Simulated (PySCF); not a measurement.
## Run report: C4H2FO2, EPR calculation

The run: EPR calculation of C4H2FO2, multiplicity 2, SMILES Oc1c[c]oc1F. Method and program: UKS B3LYP, pcH-1 on C F H O, non-relativistic, mean-field spin-orbit, GIAO (PySCF 2.14.0).

It belongs to a series of runs on one base structure; here: H removed from aryl C.

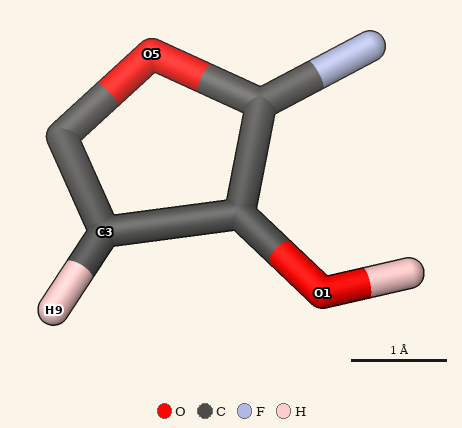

Figure 1. The structure as given in the input (stick view, seen at a tilt; atoms are numbered from 1 in the order of the input). Bond lengths as drawn: C–C 1.35 to 1.44 Å, C–F 1.33 Å, C–H 1.07 Å, C–O 1.33 to 1.35 Å and H–O 0.97 Å.

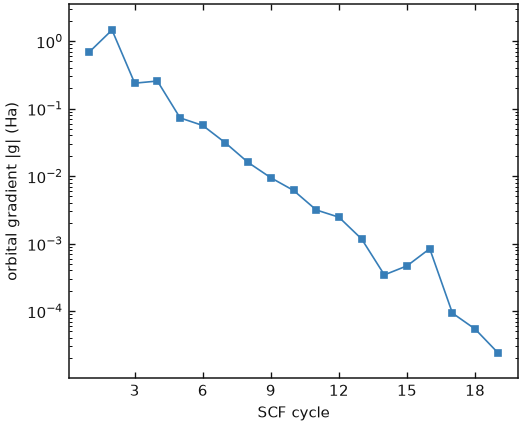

Figure 2. Convergence of the self-consistent field: orbital gradient |g| against the SCF cycle. All cycles printed in the log are drawn one after another.

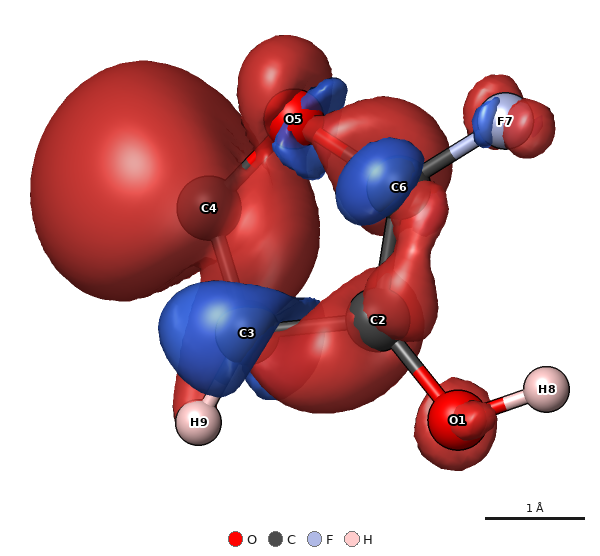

Figure 3. Isosurfaces of the spin density at +0.008 (red) and −0.008 e/Å³ (blue), seen at a tilt. The unpaired spin (1 electron) lies mostly on C4 (about 0.8), in electrons by Hirshfeld's partition.

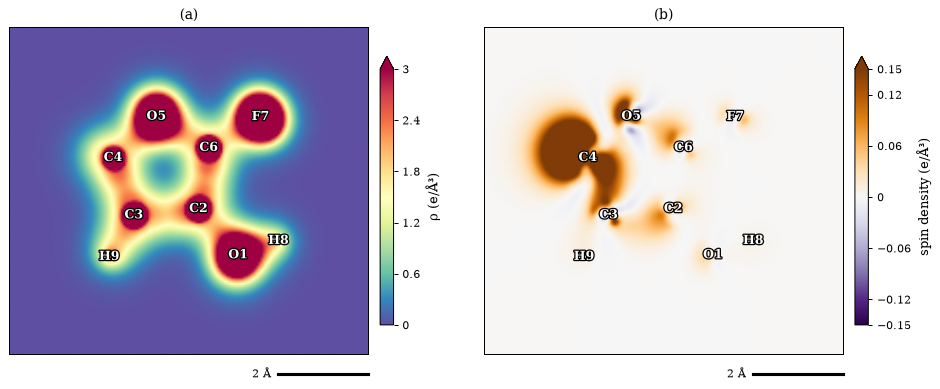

Figure 4. (a) electron density; (b) spin density (α minus β) on the molecular plane. The section cuts through O, C, F and H sites. C–O (1.33 Å): ρ at the midpoint is about 2.5 e/Å³. C–F (1.33 Å): ρ at the midpoint is about 2.3 e/Å³. C–C (1.35 Å): ρ at the midpoint is about 2.2 e/Å³. C–C (1.44 Å): ρ at the midpoint is about 1.9 e/Å³. The unpaired spin (1 electron) lies mostly on C4 (about 0.8), in electrons by Hirshfeld's partition.

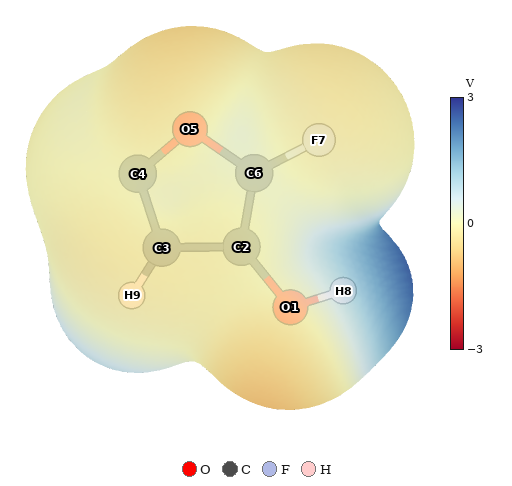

Figure 5. The electrostatic potential painted on the density surface at 0.001 e/bohr³, seen at a tilt; the colour scale runs from red (negative) to blue (positive).

The input and output of the run follow.

## Input file
```
{"job": {"kind": "epr", "basis": "pcH-1"}, "charge": 0, "multiplicity": 2}
O      1.511256    -0.866042    -0.407320
C      0.355755    -0.285443    -0.033775
C     -0.884749    -0.976310     0.178703
C     -1.778779     0.007036     0.429521
O     -1.218729     1.206260     0.543109
C      0.075445     1.032119     0.213401
F      0.850884     2.112119     0.109324
H      2.152570    -0.200289    -0.685477
H     -1.050090    -2.023456     0.054574
```

The first line tells a small driver script what to run in PySCF; the rest is the geometry in Å.

Command:
```bash
OMP_NUM_THREADS=1 python <driver script> task.json out
```

## The program's output
```
UKS, coarse grid
  cycle   1  E = -403.56633497  |g| = 6.90e-01
  cycle   2  E = -402.88353835  |g| = 1.46e+00
  cycle   3  E = -403.74328793  |g| = 2.38e-01
  cycle   4  E = -403.74386135  |g| = 2.56e-01
  cycle   5  E = -403.77612329  |g| = 7.28e-02
  cycle   6  E = -403.77831673  |g| = 5.62e-02
  cycle   7  E = -403.78007585  |g| = 3.10e-02
  cycle   8  E = -403.78099872  |g| = 1.59e-02
  cycle   9  E = -403.78146298  |g| = 9.44e-03
  cycle  10  E = -403.78177763  |g| = 6.13e-03
  cycle  11  E = -403.78189763  |g| = 3.15e-03
  cycle  12  E = -403.78192419  |g| = 2.46e-03
  cycle  13  E = -403.78193386  |g| = 1.17e-03
  cycle  14  E = -403.78193433  |g| = 3.44e-04
UKS, final grid
  cycle   1  E = -403.78193346  |g| = 4.68e-04
  cycle   2  E = -403.78193325  |g| = 8.40e-04
  cycle   3  E = -403.78193360  |g| = 9.33e-05
  cycle   4  E = -403.78193361  |g| = 5.42e-05
  cycle   5  E = -403.78193362  |g| = 2.42e-05
E = -403.78193362 Eh   <S^2> = 0.7577 (exact 0.7500)
g shifts (ppm)      1          2          3
  rmc          -189       -189       -189
  gc             27         18        -53
  oz_so       -1729       -126       1290
  total       -1892       -298       1048
hyperfine (MHz)  atom isotope    a_iso     a_fc   dipolar eigenvalues
    0   17O     -10.59     -10.59     -4.02      1.80      2.22
    1   13C      37.66      37.66     -5.59     -3.59      9.18
    2   13C      63.88      63.88    -21.05     -4.61     25.66
    3   13C     642.77     642.77    -74.65    -52.83    127.49
    4   17O    -119.26    -119.26    -14.06      5.99      8.07
    5   13C      38.95      38.95    -11.03     -2.80     13.83
    6   19F       6.96       6.96    -34.79    -17.35     52.14
    7    1H       6.82       6.82     -1.75     -0.74      2.50
    8    1H      10.99      10.99     -7.61     -4.86     12.47
```

## Summary

| quantity | value |
| --- | --- |
| outcome | converged |
| total energy | −403.781934 hartree |
| ⟨S²⟩ | 0.758 |
| isotropic g | 2.0019 |
| hardware | 1 CPU thread, shared host |
| wall time | 30 s |
| peak memory | 0.69 GiB |
